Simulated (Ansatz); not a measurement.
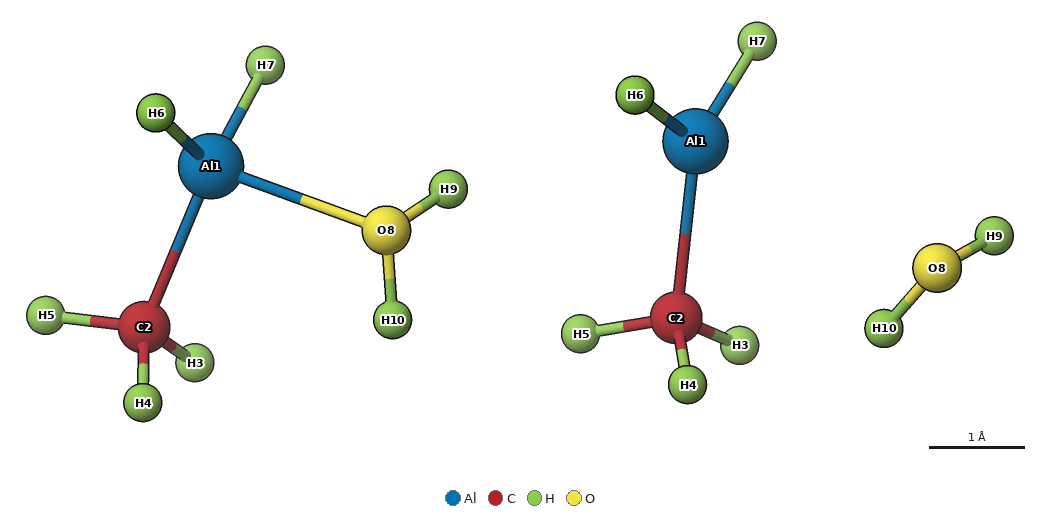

Two geometries of CH$_{7}$AlO, drawn at one scale. One is the start of a relaxation, the other its converged end. Style: ball-and-stick. Shown at a tilt.

All numbers below come from Ansatz 0.2.0, RKS PBE0-D4/6-31G*. Set-up: no spin polarisation; force threshold 0.03 eV/Å; at most 50 steps.

Which of the two is the end point?

Answer. The left one is the relaxed one. The run prepares an end point of a later path (reaction) calculation, from a guessed geometry. The atom that moves furthest after the best rigid fit is H9 (0.57 Å). By element the largest moves are H 0.57 Å, O 0.52 Å, Al 0.46 Å, C 0.18 Å. Some distances before and after: Al1–O8 2.962 → 2.056 Å, O8–H10 0.985 → 0.969 Å, Al1–H7 1.601 → 1.615 Å, Al1–C2 1.971 → 1.980 Å. New bonds form, among them: Al1–O8 (2.96 → 2.06 Å). Among the angles between lasting bonds that change: H9–O8–H10 104.3° → 106.7°, H6–Al1–H7 119.9° → 117.5°. After 8 geometry steps the energy has fallen by 61.4 kJ/mol. The largest force component goes from 0.89 to 0.0083 eV/Å. The run took 20 s on 1 thread of Intel(R) Xeon(R) Platinum 8375C CPU @ 2.90GHz (Ice Lake) (shared host), peak memory 0.15 GiB.
